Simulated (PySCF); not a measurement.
# C3H6OSi: the cost of one run

The runs use PySCF 2.14.0, with density-fitted response routines of our own; the level of theory stands in each step. All values are computed, except where a source is named. Atoms count from 0, in the outputs and in this text.

## 1. Starting geometry

11 atoms, charge 0, multiplicity 1; geometry from: GFN2-xTB. The atoms were then displaced at random by about 0.01 Å, so the start is not that level's minimum.

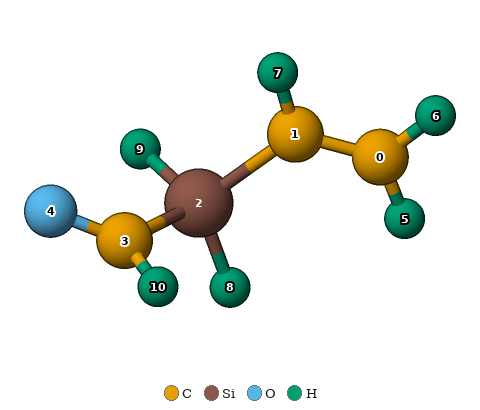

As it starts; carbon amber, silicon brown, oxygen blue, hydrogen teal, atoms numbered.

## 2. Geometry optimisation at PBE0-D3(BJ)/def2-SVP

The job: settings as JSON, then the geometry in Å.

```
{"job": {"xc": "PBE0", "basis": "def2-SVP", "d3": "d3bj", "grid": 1, "shake": 0.01, "kind": "geom"}, "charge": 0, "multiplicity": 1}
C     -1.759720     0.747990    -0.708000
C     -1.073480     0.054750     0.144750
Si     0.542290    -0.800300    -0.255450
C      1.910650     0.034310     0.881990
O      2.429610    -0.525990     1.790450
H     -1.468810     0.917830    -1.735830
H     -2.700950     1.246510    -0.439660
H     -1.430180    -0.038540     1.153710
H      0.971540    -0.531870    -1.610100
H      0.503980    -2.225760     0.080130
H      2.113190     1.095260     0.682340
```

Started as:

```
> OMP_NUM_THREADS=1 python probes_run.py task.json out
```

This one command runs all jobs of the session in turn.

**Question.** How long does this first job take on 1 thread of Arm Neoverse V2, shared host, and how much memory does it need?

About 23 s, with a peak of 0.43 GiB.
